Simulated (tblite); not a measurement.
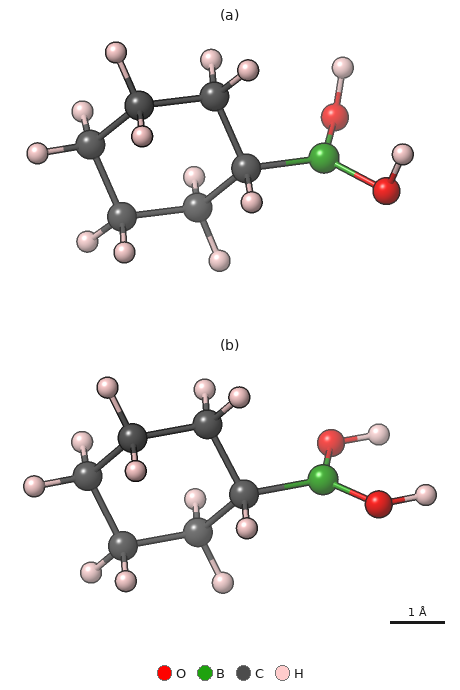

The structure of C6H13BO2 before (top) and after (bottom) a relaxation, at one scale.

Style: ball-and-stick. Shown at a tilt.

Level of theory: GFN2-xTB geometry optimisation, gas phase in tblite 0.8.0. 

Q: What changed between the two?

A: After 67 geometry steps the energy has fallen by 34.6 kcal/mol. The atom that moves furthest after the best rigid fit is an H atom (1.04 Å). Largest moves by element: H 1.04 Å, O 0.42 Å, B 0.23 Å, C 0.16 Å. Near-neighbour distances that change, for instance: B–O 1.481 → 1.355 Å, B–O 1.455 → 1.355 Å, C–H 1.128 → 1.095 Å, H–O 0.986 → 0.959 Å. Among the angles between lasting bonds that change: B–O–H 104.1° → 117.7°, B–O–H 104.3° → 117.3°, O–B–O 119.1° → 123.2°. Groups turn about B–O by about 90°, B–O by about 90°. Cost: 0.51 s on 1 thread of Arm Neoverse V1, on a shared host.
